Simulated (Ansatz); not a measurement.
# Molecular dynamics of SiH4Cl3OF (part 1 of 2)

- system: SiH4Cl3OF
- method: RHF/def2-SVP (Ansatz 0.2.0)

Figures and captions count atoms from 1; the log counts them from 0 in places.

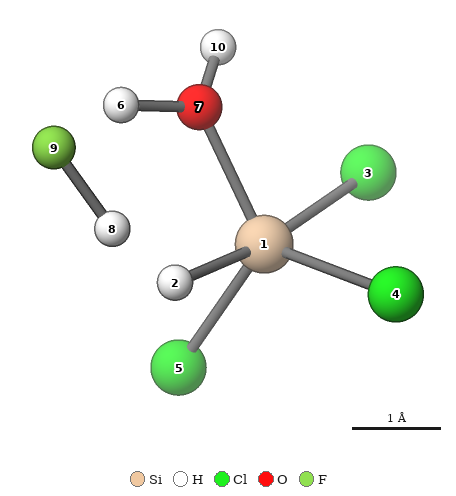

The starting structure (ball-and-stick view, seen at a tilt; atoms are numbered from 1 in the order of the input).

**The input**
```yaml
crystal:
  periodic: [false, false, false]
  atoms:
    - {symbol: Si, position_ang: [-0.373487, -0.783806, -0.237748]}
    - {symbol: H, position_ang: [-0.544760, 0.007181, 1.221770]}
    - {symbol: Cl, position_ang: [0.041983, -1.593610, -2.147781]}
    - {symbol: Cl, position_ang: [0.215817, -2.383204, 0.893605]}
    - {symbol: Cl, position_ang: [-2.369790, -0.417650, -0.509397]}
    - {symbol: H, position_ang: [0.788392, 1.340764, 0.190932]}
    - {symbol: O, position_ang: [0.775368, 0.496889, -0.556160]}
    - {symbol: H, position_ang: [-0.143227, 0.906181, 1.361282]}
    - {symbol: F, position_ang: [0.470536, 1.877526, 1.230651]}
    - {symbol: H, position_ang: [1.139168, 0.549831, -1.447155]}
basis:
  gaussian: {orbitals: def2-SVP}
hamiltonian: {xc: hf}
md: {n_steps: 80, timestep: 0.5, temperature: 200, ensemble: nve, seed: 886, initial_velocities: maxwell_boltzmann}
```

Launched with:
```bash
ansatz run in.yaml --threads 8 --pin off --events-out ev --progress --plain --max-ram 19148MiB
```

**Output**
```
Functional definition: HF
  name "HF"
  cite "Fock, Z. Phys. 61, 126 (1930) doi:10.1007/BF01340294"
  parent pbe
  exchange = exact_x
  correlation = 0
1193 factors; integrals over basis functions are off by at most 4.9e-4 eV
mean field evaluation 1: about -50160.3639 eV, gradient 3.6e1 eV
mean field evaluation 2: about -50160.4058 eV, gradient 3.6e1 eV
mean field evaluation 4: about -50163.3243 eV, gradient 2.6e0 eV
mean field evaluation 8: about -50163.3518 eV, gradient 2.0e-4 eV
mean field -50163.35175654 eV, -1843.4691751119 hartree, gradient 1.7e-5 eV, S^2 0.000000; 0 other end points of the search recorded, 0 dependent functions left out
the calculation of the forces begins
reference -50163.35175654 eV, -1843.4691751119 hartree; 43, 43 occupied and 77, 77 virtual orbitals, 1193 factors
md step     0: t =     0.00 fs  T =   200.0 K  F+E_penalty+E_count = -50163.35175654 eV  E_kin = 0.206816 eV  conserved = -50163.14494054 eV  (35 SCF iters)
these checks for a lower state are left out or cut short: starts, cluster_reference, orbital_swaps, neighbouring_geometries, increment
1193 factors; integrals over basis functions are off by at most 4.9e-4 eV
mean field evaluation 16: about -50163.3419 eV, gradient 2.5e-3 eV
mean field -50163.34185851 eV, -1843.4688113658 hartree, gradient 3.2e-5 eV, S^2 0.000000; 0 other end points of the search recorded, 0 dependent functions left out
the calculation of the forces begins
reference -50163.34185851 eV, -1843.4688113658 hartree; 43, 43 occupied and 77, 77 virtual orbitals, 1193 factors
md step     1: t =     0.50 fs  T =   190.6 K  F+E_penalty+E_count = -50163.34185851 eV  E_kin = 0.197045 eV  conserved = -50163.14481383 eV  (36 SCF iters)
[... from here on the SCF iterations and repeated set-up lines of each step are left out, up to the last step ...]
md step     2: t =     1.00 fs  T =   177.9 K  F+E_penalty+E_count = -50163.32869981 eV  E_kin = 0.184011 eV  conserved = -50163.14468900 eV  (35 SCF iters)
md step     3: t =     1.50 fs  T =   164.0 K  F+E_penalty+E_count = -50163.31418246 eV  E_kin = 0.169592 eV  conserved = -50163.14459065 eV  (35 SCF iters)
md step     4: t =     2.00 fs  T =   150.2 K  F+E_penalty+E_count = -50163.29981629 eV  E_kin = 0.155300 eV  conserved = -50163.14451633 eV  (34 SCF iters)
md step     5: t =     2.50 fs  T =   137.6 K  F+E_penalty+E_count = -50163.28676711 eV  E_kin = 0.142327 eV  conserved = -50163.14443971 eV  (35 SCF iters)
md step     6: t =     3.00 fs  T =   127.6 K  F+E_penalty+E_count = -50163.27626628 eV  E_kin = 0.131940 eV  conserved = -50163.14432677 eV  (35 SCF iters)
md step     7: t =     3.50 fs  T =   121.8 K  F+E_penalty+E_count = -50163.27013408 eV  E_kin = 0.125975 eV  conserved = -50163.14415861 eV  (34 SCF iters)
md step     8: t =     4.00 fs  T =   122.9 K  F+E_penalty+E_count = -50163.27105595 eV  E_kin = 0.127103 eV  conserved = -50163.14395301 eV  (35 SCF iters)
md step     9: t =     4.50 fs  T =   134.0 K  F+E_penalty+E_count = -50163.28229491 eV  E_kin = 0.138527 eV  conserved = -50163.14376788 eV  (35 SCF iters)
md step    10: t =     5.00 fs  T =   157.8 K  F+E_penalty+E_count = -50163.30681995 eV  E_kin = 0.163144 eV  conserved = -50163.14367569 eV  (35 SCF iters)
md step    11: t =     5.50 fs  T =   195.8 K  F+E_penalty+E_count = -50163.34623509 eV  E_kin = 0.202503 eV  conserved = -50163.14373183 eV  (35 SCF iters)
md step    12: t =     6.00 fs  T =   247.6 K  F+E_penalty+E_count = -50163.39998942 eV  E_kin = 0.256019 eV  conserved = -50163.14397058 eV  (34 SCF iters)
md step    13: t =     6.50 fs  T =   309.9 K  F+E_penalty+E_count = -50163.46493783 eV  E_kin = 0.320498 eV  conserved = -50163.14443946 eV  (34 SCF iters)
md step    14: t =     7.00 fs  T =   376.7 K  F+E_penalty+E_count = -50163.53478771 eV  E_kin = 0.389563 eV  conserved = -50163.14522456 eV  (33 SCF iters)
md step    15: t =     7.50 fs  T =   437.8 K  F+E_penalty+E_count = -50163.59913827 eV  E_kin = 0.452762 eV  conserved = -50163.14637636 eV  (34 SCF iters)
md step    16: t =     8.00 fs  T =   479.3 K  F+E_penalty+E_count = -50163.64327851 eV  E_kin = 0.495607 eV  conserved = -50163.14767187 eV  (34 SCF iters)
md step    17: t =     8.50 fs  T =   487.2 K  F+E_penalty+E_count = -50163.65216390 eV  E_kin = 0.503841 eV  conserved = -50163.14832322 eV  (34 SCF iters)
md step    18: t =     9.00 fs  T =   459.2 K  F+E_penalty+E_count = -50163.62209253 eV  E_kin = 0.474882 eV  conserved = -50163.14721007 eV  (33 SCF iters)
md step    19: t =     9.50 fs  T =   416.8 K  F+E_penalty+E_count = -50163.57531115 eV  E_kin = 0.430993 eV  conserved = -50163.14431793 eV  (33 SCF iters)
md step    20: t =    10.00 fs  T =   401.3 K  F+E_penalty+E_count = -50163.55704095 eV  E_kin = 0.414962 eV  conserved = -50163.14207934 eV  (34 SCF iters)
md step    21: t =    10.50 fs  T =   441.6 K  F+E_penalty+E_count = -50163.59982318 eV  E_kin = 0.456665 eV  conserved = -50163.14315867 eV  (33 SCF iters)
md step    22: t =    11.00 fs  T =   523.1 K  F+E_penalty+E_count = -50163.68757617 eV  E_kin = 0.540927 eV  conserved = -50163.14664942 eV  (33 SCF iters)
md step    23: t =    11.50 fs  T =   598.6 K  F+E_penalty+E_count = -50163.76834609 eV  E_kin = 0.618975 eV  conserved = -50163.14937132 eV  (33 SCF iters)
md step    24: t =    12.00 fs  T =   628.1 K  F+E_penalty+E_count = -50163.79925941 eV  E_kin = 0.649520 eV  conserved = -50163.14973930 eV  (33 SCF iters)
md step    25: t =    12.50 fs  T =   602.9 K  F+E_penalty+E_count = -50163.77172025 eV  E_kin = 0.623430 eV  conserved = -50163.14829059 eV  (34 SCF iters)
md step    26: t =    13.00 fs  T =   541.2 K  F+E_penalty+E_count = -50163.70578668 eV  E_kin = 0.559618 eV  conserved = -50163.14616852 eV  (34 SCF iters)
md step    27: t =    13.50 fs  T =   473.1 K  F+E_penalty+E_count = -50163.63345801 eV  E_kin = 0.489241 eV  conserved = -50163.14421666 eV  (34 SCF iters)
md step    28: t =    14.00 fs  T =   427.7 K  F+E_penalty+E_count = -50163.58514151 eV  E_kin = 0.442263 eV  conserved = -50163.14287872 eV  (35 SCF iters)
md step    29: t =    14.50 fs  T =   425.1 K  F+E_penalty+E_count = -50163.58197289 eV  E_kin = 0.439607 eV  conserved = -50163.14236558 eV  (34 SCF iters)
md step    30: t =    15.00 fs  T =   473.1 K  F+E_penalty+E_count = -50163.63199067 eV  E_kin = 0.489184 eV  conserved = -50163.14280657 eV  (35 SCF iters)
md step    31: t =    15.50 fs  T =   564.5 K  F+E_penalty+E_count = -50163.72800527 eV  E_kin = 0.583709 eV  conserved = -50163.14429586 eV  (35 SCF iters)
md step    32: t =    16.00 fs  T =   676.8 K  F+E_penalty+E_count = -50163.84659552 eV  E_kin = 0.699838 eV  conserved = -50163.14675763 eV  (33 SCF iters)
md step    33: t =    16.50 fs  T =   774.5 K  F+E_penalty+E_count = -50163.95046948 eV  E_kin = 0.800918 eV  conserved = -50163.14955175 eV  (33 SCF iters)
md step    34: t =    17.00 fs  T =   820.9 K  F+E_penalty+E_count = -50163.99995228 eV  E_kin = 0.848927 eV  conserved = -50163.15102504 eV  (33 SCF iters)
md step    35: t =    17.50 fs  T =   802.0 K  F+E_penalty+E_count = -50163.97853918 eV  E_kin = 0.829377 eV  conserved = -50163.14916219 eV  (33 SCF iters)
md step    36: t =    18.00 fs  T =   749.5 K  F+E_penalty+E_count = -50163.91962986 eV  E_kin = 0.775069 eV  conserved = -50163.14456065 eV  (33 SCF iters)
md step    37: t =    18.50 fs  T =   726.0 K  F+E_penalty+E_count = -50163.89274364 eV  E_kin = 0.750788 eV  conserved = -50163.14195522 eV  (33 SCF iters)
md step    38: t =    19.00 fs  T =   765.7 K  F+E_penalty+E_count = -50163.93603531 eV  E_kin = 0.791782 eV  conserved = -50163.14425364 eV  (33 SCF iters)
md step    39: t =    19.50 fs  T =   840.0 K  F+E_penalty+E_count = -50164.01675550 eV  E_kin = 0.868645 eV  conserved = -50163.14811047 eV  (33 SCF iters)
md step    40: t =    20.00 fs  T =   895.5 K  F+E_penalty+E_count = -50164.07574441 eV  E_kin = 0.926009 eV  conserved = -50163.14973560 eV  (34 SCF iters)
md step    41: t =    20.50 fs  T =   903.4 K  F+E_penalty+E_count = -50164.08316364 eV  E_kin = 0.934233 eV  conserved = -50163.14893018 eV  (34 SCF iters)
md step    42: t =    21.00 fs  T =   869.7 K  F+E_penalty+E_count = -50164.04637917 eV  E_kin = 0.899314 eV  conserved = -50163.14706525 eV  (34 SCF iters)
md step    43: t =    21.50 fs  T =   818.4 K  F+E_penalty+E_count = -50163.99144827 eV  E_kin = 0.846244 eV  conserved = -50163.14520429 eV  (34 SCF iters)
md step    44: t =    22.00 fs  T =   775.9 K  F+E_penalty+E_count = -50163.94625830 eV  E_kin = 0.802387 eV  conserved = -50163.14387136 eV  (34 SCF iters)
md step    45: t =    22.50 fs  T =   762.1 K  F+E_penalty+E_count = -50163.93133032 eV  E_kin = 0.788052 eV  conserved = -50163.14327846 eV  (34 SCF iters)
md step    46: t =    23.00 fs  T =   785.4 K  F+E_penalty+E_count = -50163.95570935 eV  E_kin = 0.812167 eV  conserved = -50163.14354221 eV  (34 SCF iters)
md step    47: t =    23.50 fs  T =   841.4 K  F+E_penalty+E_count = -50164.01488259 eV  E_kin = 0.870107 eV  conserved = -50163.14477538 eV  (34 SCF iters)
md step    48: t =    24.00 fs  T =   911.5 K  F+E_penalty+E_count = -50164.08948983 eV  E_kin = 0.942556 eV  conserved = -50163.14693335 eV  (34 SCF iters)
md step    49: t =    24.50 fs  T =   965.2 K  F+E_penalty+E_count = -50164.14742709 eV  E_kin = 0.998121 eV  conserved = -50163.14930579 eV  (34 SCF iters)
md step    50: t =    25.00 fs  T =   973.2 K  F+E_penalty+E_count = -50164.15650270 eV  E_kin = 1.006417 eV  conserved = -50163.15008558 eV  (34 SCF iters)
md step    51: t =    25.50 fs  T =   932.3 K  F+E_penalty+E_count = -50164.11163112 eV  E_kin = 0.964081 eV  conserved = -50163.14754982 eV  (34 SCF iters)
md step    52: t =    26.00 fs  T =   882.2 K  F+E_penalty+E_count = -50164.05583202 eV  E_kin = 0.912304 eV  conserved = -50163.14352836 eV  (34 SCF iters)
md step    53: t =    26.50 fs  T =   876.3 K  F+E_penalty+E_count = -50164.04923321 eV  E_kin = 0.906134 eV  conserved = -50163.14309886 eV  (35 SCF iters)
md step    54: t =    27.00 fs  T =   921.0 K  F+E_penalty+E_count = -50164.09911519 eV  E_kin = 0.952383 eV  conserved = -50163.14673243 eV  (34 SCF iters)
md step    55: t =    27.50 fs  T =   971.1 K  F+E_penalty+E_count = -50164.15364479 eV  E_kin = 1.004242 eV  conserved = -50163.14940267 eV  (34 SCF iters)
md step    56: t =    28.00 fs  T =   987.2 K  F+E_penalty+E_count = -50164.16974034 eV  E_kin = 1.020832 eV  conserved = -50163.14890825 eV  (34 SCF iters)
md step    57: t =    28.50 fs  T =   968.4 K  F+E_penalty+E_count = -50164.14845874 eV  E_kin = 1.001360 eV  conserved = -50163.14709915 eV  (34 SCF iters)
md step    58: t =    29.00 fs  T =   935.9 K  F+E_penalty+E_count = -50164.11340560 eV  E_kin = 0.967745 eV  conserved = -50163.14566053 eV  (34 SCF iters)
md step    59: t =    29.50 fs  T =   909.9 K  F+E_penalty+E_count = -50164.08578195 eV  E_kin = 0.940957 eV  conserved = -50163.14482479 eV  (34 SCF iters)
md step    60: t =    30.00 fs  T =   903.2 K  F+E_penalty+E_count = -50164.07845287 eV  E_kin = 0.934026 eV  conserved = -50163.14442659 eV  (34 SCF iters)
md step    61: t =    30.50 fs  T =   921.2 K  F+E_penalty+E_count = -50164.09713994 eV  E_kin = 0.952606 eV  conserved = -50163.14453376 eV  (35 SCF iters)
md step    62: t =    31.00 fs  T =   961.2 K  F+E_penalty+E_count = -50164.13932673 eV  E_kin = 0.993966 eV  conserved = -50163.14536053 eV  (35 SCF iters)
md step    63: t =    31.50 fs  T =  1010.0 K  F+E_penalty+E_count = -50164.19144856 eV  E_kin = 1.044448 eV  conserved = -50163.14700042 eV  (35 SCF iters)
md step    64: t =    32.00 fs  T =  1044.0 K  F+E_penalty+E_count = -50164.22859119 eV  E_kin = 1.079597 eV  conserved = -50163.14899415 eV  (34 SCF iters)
md step    65: t =    32.50 fs  T =  1038.1 K  F+E_penalty+E_count = -50164.22328819 eV  E_kin = 1.073467 eV  conserved = -50163.14982097 eV  (34 SCF iters)
md step    66: t =    33.00 fs  T =   987.9 K  F+E_penalty+E_count = -50164.16912338 eV  E_kin = 1.021547 eV  conserved = -50163.14757636 eV  (33 SCF iters)
md step    67: t =    33.50 fs  T =   930.4 K  F+E_penalty+E_count = -50164.10532206 eV  E_kin = 0.962066 eV  conserved = -50163.14325573 eV  (35 SCF iters)
md step    68: t =    34.00 fs  T =   923.0 K  F+E_penalty+E_count = -50164.09654929 eV  E_kin = 0.954432 eV  conserved = -50163.14211696 eV  (35 SCF iters)
md step    69: t =    34.50 fs  T =   979.3 K  F+E_penalty+E_count = -50164.15898616 eV  E_kin = 1.012726 eV  conserved = -50163.14626054 eV  (34 SCF iters)
md step    70: t =    35.00 fs  T =  1047.3 K  F+E_penalty+E_count = -50164.23336435 eV  E_kin = 1.082968 eV  conserved = -50163.15039606 eV  (34 SCF iters)
md step    71: t =    35.50 fs  T =  1070.0 K  F+E_penalty+E_count = -50164.25677297 eV  E_kin = 1.106513 eV  conserved = -50163.15026011 eV  (34 SCF iters)
md step    72: t =    36.00 fs  T =  1042.5 K  F+E_penalty+E_count = -50164.22537796 eV  E_kin = 1.078076 eV  conserved = -50163.14730176 eV  (34 SCF iters)
md step    73: t =    36.50 fs  T =  1000.0 K  F+E_penalty+E_count = -50164.17883235 eV  E_kin = 1.034075 eV  conserved = -50163.14475717 eV  (34 SCF iters)
md step    74: t =    37.00 fs  T =   977.0 K  F+E_penalty+E_count = -50164.15431177 eV  E_kin = 1.010346 eV  conserved = -50163.14396551 eV  (34 SCF iters)
md step    75: t =    37.50 fs  T =   986.5 K  F+E_penalty+E_count = -50164.16446409 eV  E_kin = 1.020101 eV  conserved = -50163.14436330 eV  (34 SCF iters)
md step    76: t =    38.00 fs  T =  1023.1 K  F+E_penalty+E_count = -50164.20318320 eV  E_kin = 1.057994 eV  conserved = -50163.14518911 eV  (34 SCF iters)
md step    77: t =    38.50 fs  T =  1073.5 K  F+E_penalty+E_count = -50164.25642627 eV  E_kin = 1.110103 eV  conserved = -50163.14632304 eV  (34 SCF iters)
md step    78: t =    39.00 fs  T =  1119.0 K  F+E_penalty+E_count = -50164.30508969 eV  E_kin = 1.157164 eV  conserved = -50163.14792602 eV  (34 SCF iters)
md step    79: t =    39.50 fs  T =  1135.8 K  F+E_penalty+E_count = -50164.32423782 eV  E_kin = 1.174541 eV  conserved = -50163.14969681 eV  (34 SCF iters)
these checks for a lower state are left out or cut short: starts, cluster_reference, orbital_swaps, neighbouring_geometries, increment
1193 factors; integrals over basis functions are off by at most 6.1e-4 eV
mean field evaluation 608: about -50164.2895 eV, gradient 1.3e-5 eV
mean field -50164.28954655 eV, -1843.5036382590 hartree, gradient 3.5e-5 eV, S^2 0.000000; 0 other end points of the search recorded, 0 dependent functions left out
the calculation of the forces begins
reference -50164.28954655 eV, -1843.5036382590 hartree; 43, 43 occupied and 77, 77 virtual orbitals, 1193 factors
1193 factors; integrals over basis functions are off by at most 6.1e-4 eV
mean field -50164.28954655 eV, -1843.5036382590 hartree, gradient 3.5e-5 eV, S^2 0.000000; 1 other end points of the search recorded, 0 dependent functions left out
the calculation of the forces begins
reference -50164.28954655 eV, -1843.5036382590 hartree; 43, 43 occupied and 77, 77 virtual orbitals, 1193 factors
md step    80: t =    40.00 fs  T =  1101.7 K  F+E_penalty+E_count = -50164.28954655 eV  E_kin = 1.139286 eV  conserved = -50163.15026008 eV  (34 SCF iters)
```

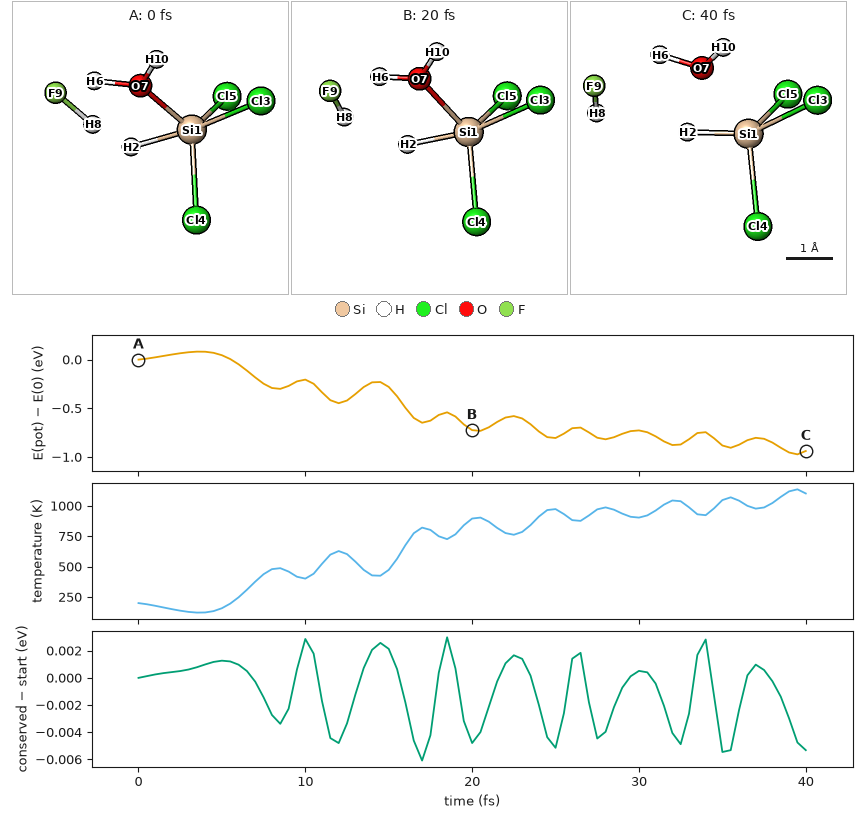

Frames of the molecular dynamics (ball-and-stick, seen at a tilt) above the curves, on which the letters mark them. The trajectory kept here has 81 frames over 40 fs. The temperature starts at 200 K, ranges from 122 to 1136 K and averages 955 K over the second half. The potential energy ends 0.938 eV below its first value. The conserved quantity stays within 0.0091 eV. After an unweighted best fit of the last frame on the first, the root-mean-square displacement is 0.49 Å, and H8 has moved furthest (1.15 Å).

```
Total energy: -50164.28954655 eV, -1843.5036382590 hartree
Atom 0 at    -0.430919    -0.857295    -0.123930 Å, force     0.269431    -0.928543    -1.681115 eV/Å
Atom 1 at    -0.239559     0.134392     0.876198 Å, force     0.057856    -0.003349     0.764115 eV/Å
Atom 2 at     0.026285    -1.571698    -2.122744 Å, force     0.076320    -0.266814     0.558008 eV/Å
Atom 3 at     0.210323    -2.599182     0.915676 Å, force    -0.546036     0.731723    -0.296302 eV/Å
Atom 4 at    -2.419430    -0.455323    -0.591698 Å, force    -0.200404    -0.208419     0.491621 eV/Å
Atom 5 at     1.088426     1.509676    -0.461603 Å, force    -0.262732    -2.172533    -1.462946 eV/Å
Atom 6 at     0.911033     0.644641    -0.936052 Å, force     0.594897     2.001568     0.949795 eV/Å
Atom 7 at     0.002033     1.877502     2.110638 Å, force    -0.552273    -0.372447     0.640505 eV/Å
Atom 8 at     0.526131     2.227596     1.480809 Å, force     0.683134     0.656677    -0.634574 eV/Å
Atom 9 at     1.278821     0.536766    -1.817133 Å, force    -0.120192     0.562136     0.670895 eV/Å
Dipole moment:     0.426926     0.910664     0.304013 e Å
```
